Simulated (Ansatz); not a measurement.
## Electronic structure of C3H7Ge (doublet) in real space

```xyz
11

C    -0.1650   -2.0186    0.9961
C     0.6627   -0.7055    0.9348
C    -0.3681    0.3815    0.5236
Ge   -1.4632   -1.1226   -0.2698
H    -0.6231   -2.1763    1.9839
H     0.3469   -2.9387    0.6821
H     1.1782   -0.4745    1.8861
H     1.4379   -0.7930    0.1569
H    -0.0021    1.1854   -0.1299
H    -0.8770    0.8231    1.3933
H    -1.0379   -1.3803   -1.7610
```

Geometry: B3LYP-D3(BJ)/def2-SVP.

All numbers below come from isolated molecule in a Gaussian basis; Kohn-Sham density functional theory, functional PBE0 (Ansatz).

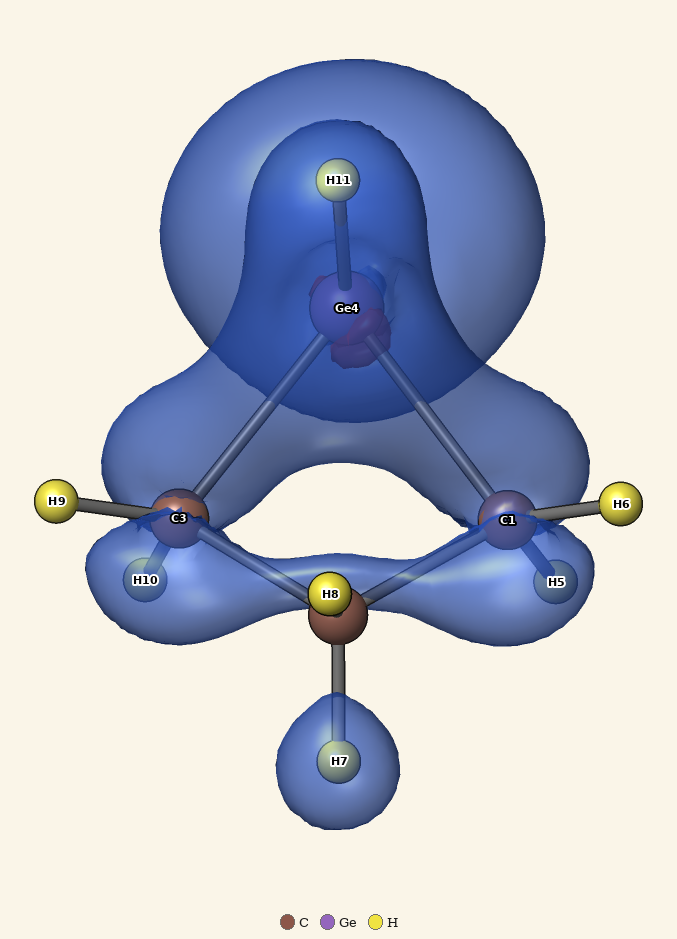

Figure 1. Isosurfaces of the spin density at +0.015 (blue) and −0.015 e/Å³ (red), seen across its widest extent.

Where is the unpaired spin?

Answer. The unpaired spin (1 electron) lies mostly on Ge4 (about 0.7), C1 (about 0.1) and C3 (about 0.1), in electrons by Hirshfeld's partition.

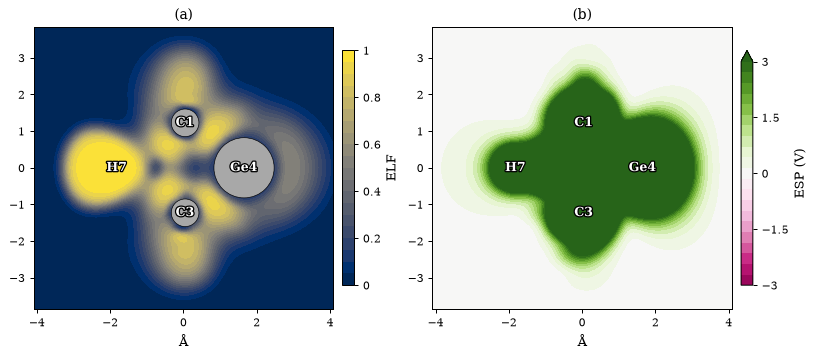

Figure 2. (a) ELF; (b) electrostatic potential on the plane of atoms C1, Ge4 and C3. Grey discs cover the atomic cores in the ELF map.

What does the map show?

Answer. Atoms in the plane: C, Ge and H. C–Ge (2.02 Å): the ELF peaks at about 0.90 in the valence shell of C, 0.8 Å from its nucleus, and is about 0.70 at the midpoint. The potential has no marked negative region in this plane.

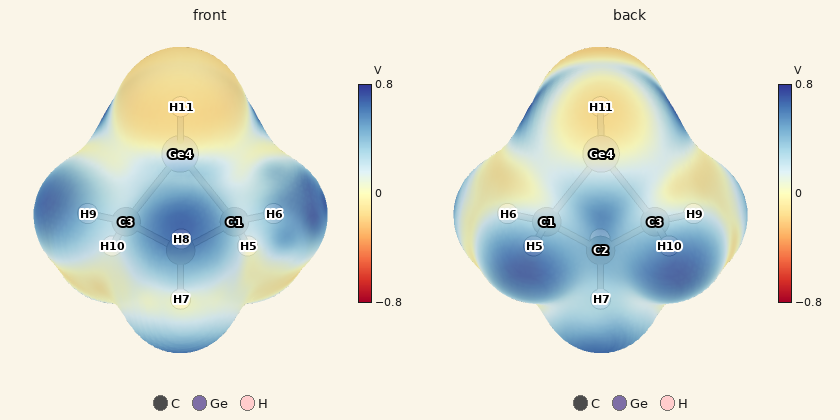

Figure 3. The electrostatic potential painted on the density surface at 0.002 e/bohr³, seen from the front and from behind; red is negative and blue positive.

Describe the electrostatic potential map.

Answer. The most negative region (about −0.2 V) lies over H11, the most positive (about +0.7 V, or +16 kcal/mol for a unit charge) over the Ge and H atoms.

How polar is the molecule by this calculation?

Answer. Its dipole moment is 0.72 D.
